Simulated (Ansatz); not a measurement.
# SnH3F (SMILES [F][SnH3]) at 6 levels

We compute a comparison of 6 runs (BHLYP/STO-3G, BLYP/STO-3G, CAM-B3LYP/STO-3G, SVWN5/STO-3G, UB3LYP/STO-3G, CCSDT(Q)/STO-3G) of SnH3F. 

The calculation is run with Ansatz 0.2.0.

64 further runs of the same task are left out: 12 that didn't finish, 52 set aside as unsound or not needed.

### Step 1. The molecule

SnH3F has 5 atoms, charge 0, and is taken as a singlet. SMILES: `[F][SnH3]`. The H4–Sn2 distance was set to 4.252 Å, away from the relaxed value. At this shape a bond of the SMILES string is far longer than usual.

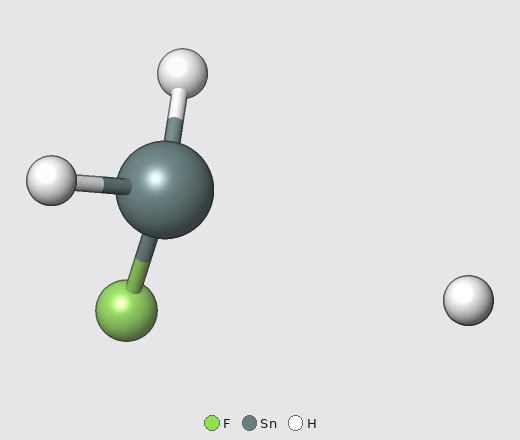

The structure, seen from a chosen angle (fluorine green, tin teal, hydrogen white).

### Step 2. A single-point energy at BHLYP/STO-3G (run 1)

The input, input.yaml:

```yaml
crystal:
  periodic: [false, false, false]
  atoms:
    - {symbol: F, position_ang: [-1.612751, 3.059207, 0.045597]}
    - {symbol: Sn, position_ang: [-0.227351, 2.275007, -1.038403]}
    - {symbol: H, position_ang: [-0.856151, 2.286107, -2.618503]}
    - {symbol: H, position_ang: [0.318900, -1.626500, 0.560600]}
    - {symbol: H, position_ang: [1.116349, 3.296107, -0.828403]}
basis:
  gaussian: {orbitals: STO-3G}
hamiltonian: {xc: {name: BHLYP}}
accuracy: high
```

On the command line:

```
$ ansatz run input.yaml --threads 1 --pin off --max-ram 2610MiB --events-out events.jsonl --progress --plain --runs-dir runs
```

The log of the run:

```text
Warning: RAYON_NUM_THREADS=1 ignored (pool sized by the plan → 1); use --threads N
Functional definition: BHLYP
  name "BHLYP"
  parameter a = 0.5
  exchange = (1 - a)*b88_x + a*exact_x
  correlation = lyp_c
627 factors; integrals over basis functions are off by at most 4.9e-9 eV
mean field evaluation 1: about -165039.1282 eV, gradient 1.9e1 eV
mean field evaluation 2: about -165036.0077 eV, gradient 1.9e1 eV
mean field evaluation 4: about -165043.7020 eV, gradient 1.8e1 eV
mean field evaluation 8: about -165046.3206 eV, gradient 1.0e1 eV
mean field evaluation 16: about -165047.1832 eV, gradient 1.2e-8 eV
mean field -165047.18316248 eV, -6065.3721082222 hartree, gradient 1.6e-8 eV, S^2 0.000000; 0 other end points of the search recorded, 0 dependent functions left out
reference -165047.18318335 eV, -6065.3721089894 hartree; 31, 31 occupied and 4, 4 virtual orbitals, 627 factors
Total energy: -165047.18318335 eV, -6065.3721089894 hartree
```

Run time: 2 s. Hardware: 1 thread of Arm Neoverse V2, shared host; peak memory 0.12 GiB.

### Step 3. The energy at BLYP/STO-3G (run 2)

The input, in.yaml:

```yaml
basis:
  gaussian:
    orbitals: STO-3G
crystal:
  periodic: [false, false, false]
  atoms:
    - {symbol: F, position_ang: [-1.612751, 3.059207, 0.045597]}
    - {symbol: Sn, position_ang: [-0.227351, 2.275007, -1.038403]}
    - {symbol: H, position_ang: [-0.856151, 2.286107, -2.618503]}
    - {symbol: H, position_ang: [0.318900, -1.626500, 0.560600]}
    - {symbol: H, position_ang: [1.116349, 3.296107, -0.828403]}
hamiltonian:
  xc: {name: BLYP}
accuracy: high
```

On the command line:

```
$ ansatz run in.yaml --threads 1 --pin off --max-ram 2610MiB --events-out events.jsonl --progress --plain --runs-dir runs
```

The log of the run:

```text
Warning: RAYON_NUM_THREADS=1 ignored (pool sized by the plan → 1); use --threads N
Functional definition: BLYP
  name "BLYP"
  parameter beta = 0.0042
  parameter a = 0.04918
  parameter b = 0.132
  parameter c = 0.2533
  parameter d = 0.349
  exchange = b88_x(beta = beta)
  correlation = lyp_c(a = a, b = b, c = c, d = d)
627 factors; integrals over basis functions are off by at most 4.9e-9 eV
mean field evaluation 1: about -165031.0462 eV, gradient 1.8e1 eV
mean field evaluation 2: about -165026.0703 eV, gradient 2.3e1 eV
mean field evaluation 4: about -165028.8934 eV, gradient 3.3e1 eV
mean field evaluation 8: about -165040.0816 eV, gradient 2.4e-1 eV
mean field -165040.08194920 eV, -6065.1111434478 hartree, gradient 3.8e-8 eV, S^2 0.000000; 0 other end points of the search recorded, 0 dependent functions left out
reference -165040.08199072 eV, -6065.1111449733 hartree; 31, 31 occupied and 4, 4 virtual orbitals, 627 factors
Total energy: -165040.08199072 eV, -6065.1111449733 hartree
```

Wall time 1.9 s (1 thread of Arm Neoverse V2, shared host); peak memory 0.1 GiB.

Runs 3 to 5 aren't shown in full; the table further down has their settings and results.

### Step 4. A single-point energy at CCSDT(Q)/STO-3G (run 6)

Changes to input.yaml since step 2:

```diff
@@ -9,4 +9,9 @@
 basis:
-  gaussian: {orbitals: STO-3G}
-hamiltonian: {xc: {name: BHLYP}}
+  gaussian:
+    orbitals: STO-3G
+correlation:
+  method: ccsdt_q
+  frozen_orbitals: {F: 1, H: 0, Sn: 18}
 accuracy: high
+scf:
+  omitted_lower_state_checks: [cluster_reference, increment]
```

On the command line:

```
$ ansatz run input.yaml --threads 1 --pin off --max-ram 2610MiB --events-out events.jsonl --progress --plain --runs-dir runs
```

The log of the run, shortened:

```text
Warning: RAYON_NUM_THREADS=1 ignored (pool sized by the plan → 1); use --threads N
Functional definition: HF
  name "HF"
[...]
627 factors; integrals over basis functions are off by at most 4.9e-9 eV
[...]
mean field -164974.95798041 eV, -6062.7178817371 hartree, gradient 1.1e-8 eV, S^2 0.000000; 1 other end points of the search recorded, 0 dependent functions left out; unrestricted orbitals would lower it
19 core orbitals not correlated: weight in the atoms' cores, before any rotation towards them, 1.000 or more for the frozen orbitals, at most 0.000 for the correlated occupied ones
reference -164974.95798041 eV, -6062.7178817371 hartree; 12, 12 occupied and 4, 4 virtual orbitals, 627 factors
second order -5.41531342 eV of doubles, -0.00000000 eV of singles
cycle   1  -3.19319959 eV  change    -1.3e0 eV  update   1.7e-1
[...]
cycle  37  -7.36408956 eV  change    1.1e-9 eV  update  3.7e-10
perturbative correction -0.04080424 eV, -0.0014995282 hartree
WARN: these amplitudes may be one of several solutions (largest doubles amplitude 0.96, level shift 13.10 eV)
Total energy: -164982.36287421 eV, -6062.9900065650 hartree
Checks for a lower state left out: cluster_reference, increment
```

Wall time 1.1 s (1 thread of Arm Neoverse V2, shared host).

### Step 5. Overview of the runs

```csv
run,level,frozen core orbitals,energy (Eh),wall time
1,BHLYP/STO-3G,–,-6065.372109,2 s
2,BLYP/STO-3G,–,-6065.111145,1.9 s
3,CAM-B3LYP/STO-3G,–,-6065.371208,2.4 s
4,SVWN5/STO-3G,–,-6058.834898,1.6 s
5,UB3LYP/STO-3G,–,-6065.325735,5.1 s
6,CCSDT(Q)/STO-3G,19,-6062.990007,1.1 s
```

### Step 6. Results

| quantity | value |
| --- | --- |
| run 6: total energy | -6062.99001 Eh |
| run 6: correlation energy (19 core orbitals frozen) | -272.1 mEh |
| run 6: T1 diagnostic | 0.032 |

In words: Totals of different functionals can't be ranked against each other. In run 6 the log says that unrestricted orbitals would lower the reference, so the values rest on an unstable closed-shell determinant (other closed-shell runs at this shape may share the fault). In runs 1, 2, 3, 4, 5, 6 the basis is minimal, so the values are rough. In runs 1, 2, 3, 4 a closed-shell determinant meets a far-stretched bond, which it describes badly. In runs 1, 2, 3, 4, 5, 6 relativity is left out where basis or elements ask for it. Spin contamination of the reference: run 5 ⟨S²⟩ = 1.00. Where it is this large, the reference is a mixture of spin states, and values that rest on it are in doubt. All runs together took 14 s, the longest 5.1 s.
